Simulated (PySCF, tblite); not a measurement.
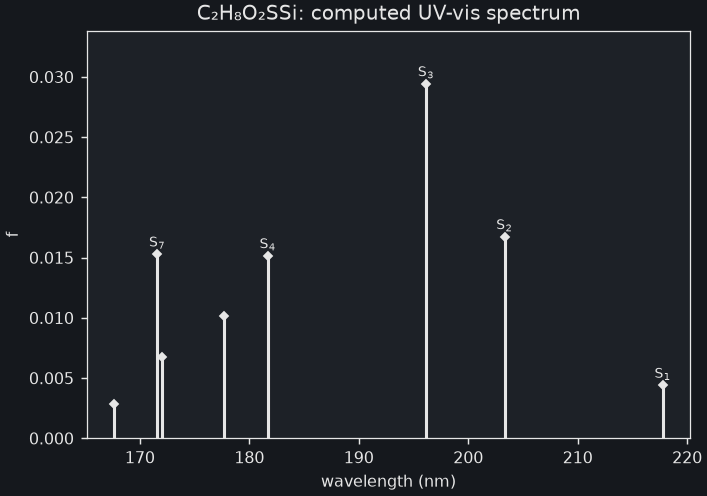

Computed absorption of C₂H₈O₂SSi, SMILES O[SiH2]OCCS. Vertical TDDFT excitations, PBE0/def2-SVPD with PySCF 2.14.0, at a GFN2-xTB geometry (a minimum by its frequencies), gas phase. The lowest 8 singlet states are shown.

**Does any vertical transition fall in the visible?**

No singlet lies below 3.1 eV (beyond 400 nm), so at this level no vertical transition falls in the visible.

**List the transitions behind the spectrum.**

```csv
state,E (eV),λ (nm),f,main character
S1,5.69,218,0.004,HOMO → LUMO+1 (42 %)
S2,6.10,203,0.017,HOMO → LUMO (49 %)
S3,6.32,196,0.029,HOMO → LUMO+1 (48 %)
S4,6.82,182,0.015,HOMO → LUMO+3 (62 %)
S5,6.98,178,0.010,HOMO → LUMO+4 (56 %)
S6,7.21,172,0.007,HOMO−1 → LUMO (70 %)
S7,7.22,172,0.015,HOMO → LUMO+5 (54 %)
S8,7.40,168,0.003,HOMO → LUMO+6 (50 %)
```

Known limits of this run: states above the negative HOMO energy depend on the basis; the tight-binding geometry is rougher than a DFT one and adds to the error; one conformer of a flexible molecule; core orbitals are frozen in the response.
